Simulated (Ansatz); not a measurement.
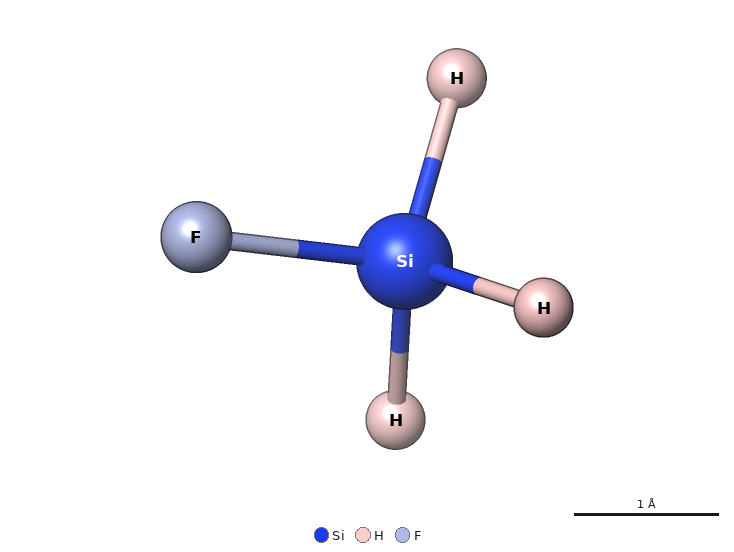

The computed structure is the end point of a PBE0-D4/def2-TZVP optimisation.

Description:

Formula FH3Si. This geometry has C3v symmetry. Coordination: 1 Si tetrahedral.

More results for the same structure follow; atom numbers are the same in all pictures, views and colours differ.

Shape

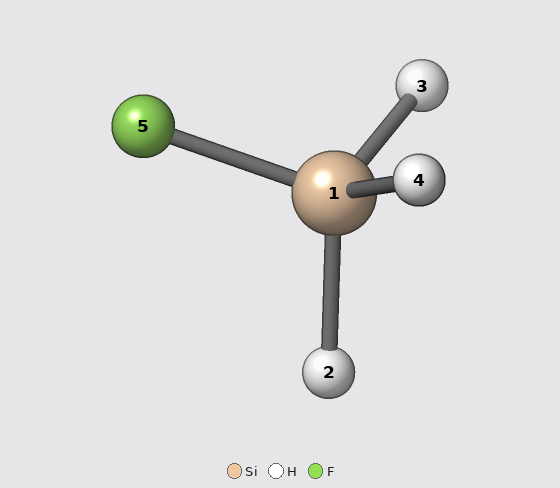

Atoms carry their numbers in the input.

Which atoms are bonded, and how long are the bonds?

```tsv
bond	length (Å)
Si1–H2	1.482
Si1–H3	1.482
Si1–H4	1.482
Si1–F5	1.600
```

Electronic properties

Method: RKS PBE0-D4/def2-TZVPP (Ansatz 0.2.0).

Computed properties:

- HOMO energy (Kohn–Sham orbital): −9.77 eV
- LUMO energy (Kohn–Sham orbital): −0.13 eV
- HOMO–LUMO gap: 9.64 eV

Dipole moment

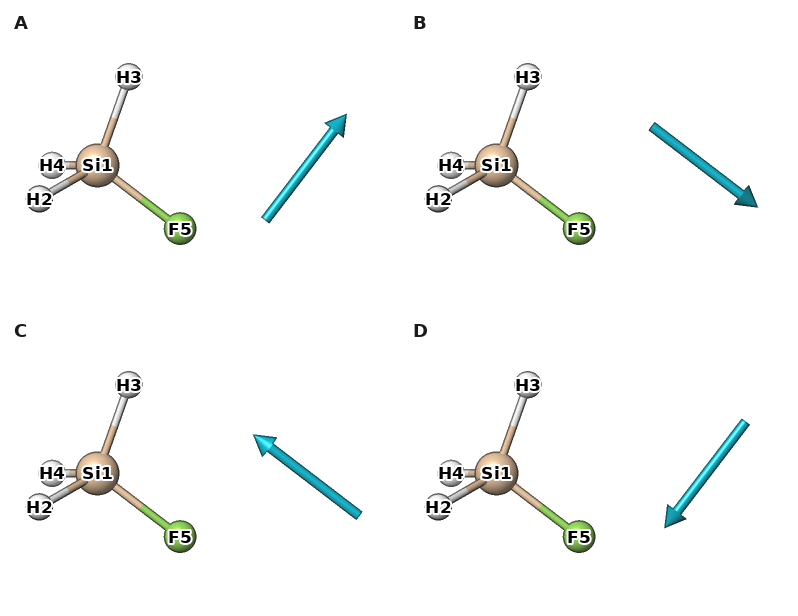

The same molecule four times, each with an arrow. Level of theory: RKS PBE0-D4/def2-TZVP (Ansatz 0.2.0).

Which arrow points along the dipole moment, from the negative to the positive end?

C. The dipole moment is 1.27 D; it points from the side of F5 to the side of H2, H3, H4 (the outermost atoms at the two ends).

Vibrations

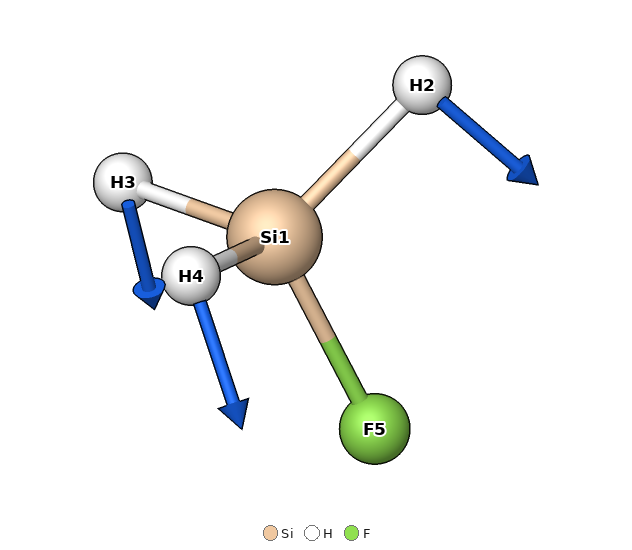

The arrows show one normal mode. Harmonic vibrations computed with RKS PBE0-D4/def2-TZVP (Ansatz 0.2.0) at a stationary point of the same level.

Describe the motion.

Mostly angle bending.

At what wavenumber does it lie?

987 cm⁻¹; it is mode 6 of 9 counted from the lowest.

Charges

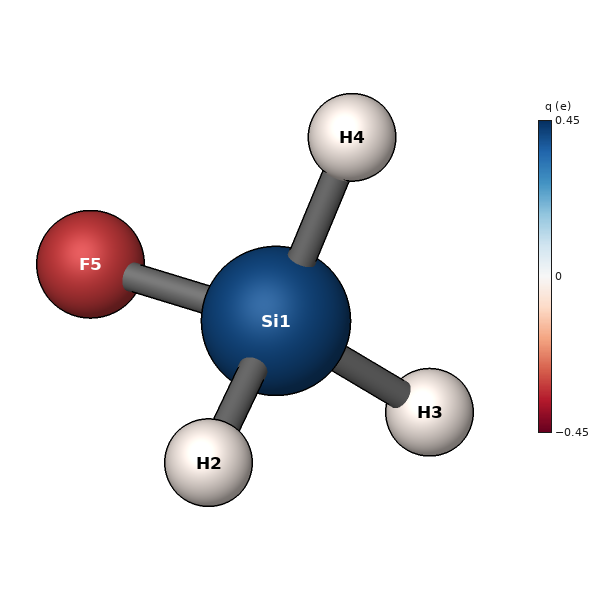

Atoms are coloured by their Mulliken charges. Method: RKS PBE0-D4/def2-TZVP (Ansatz 0.2.0).

Give the Mulliken charges atom by atom.

| atom | value (e) |
| --- | --- |
| Si1 | 0.41 |
| H2 | −0.03 |
| H3 | −0.03 |
| H4 | −0.03 |
| F5 | −0.32 |

Mulliken values depend strongly on the basis set and can even reverse the polarity of a bond.
